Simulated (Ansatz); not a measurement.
```xyz
9

B    -0.6550    1.1498    0.0459
C     0.1173   -0.0642    0.6512
B     0.5647   -0.9500   -0.5498
Cl   -0.1761   -2.5300   -0.8399
H    -0.0836    1.9270   -0.6919
H    -1.8328    1.3170    0.2806
H     1.0833    0.3669    1.0110
H    -0.4193   -0.6140    1.4438
H     1.4016   -0.6025   -1.3509
```

Level of theory: RKS PBE-D4/def2-SVPD in Ansatz 0.2.0.

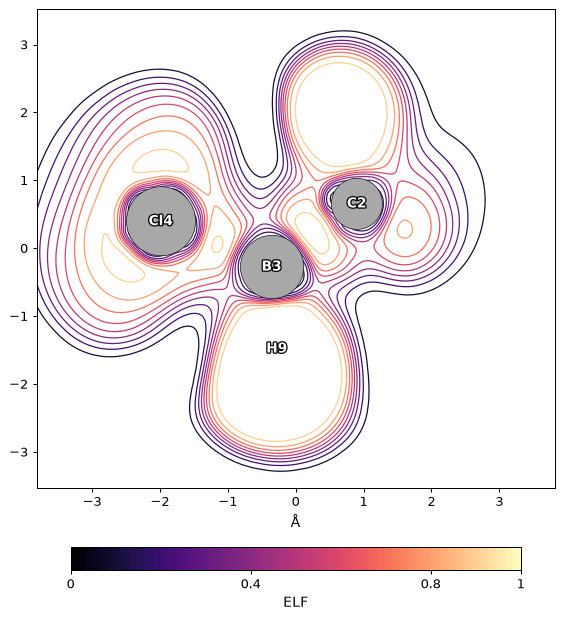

CH5B2Cl (SMILES BCBCl). Electron localisation function on the plane of atoms Cl4, B3 and H9. Grey discs cover the atomic cores.

> Read the bonding off the picture.

- The section cuts through C, B, Cl and H sites.
- C–B (1.56 Å): the ELF peaks at about 0.95 between the atoms: localised, covalent bonding.
- B–Cl (1.77 Å): the ELF peaks at about 0.90 between the atoms, as expected for a polar covalent bond.
- B–H (1.21 Å): the ELF climbs to about 1 towards the hydrogen, as it does in any bond to H (a covalent bond by its length).
- The ELF also peaks beside Cl4, away from the bonds: lone-pair regions.
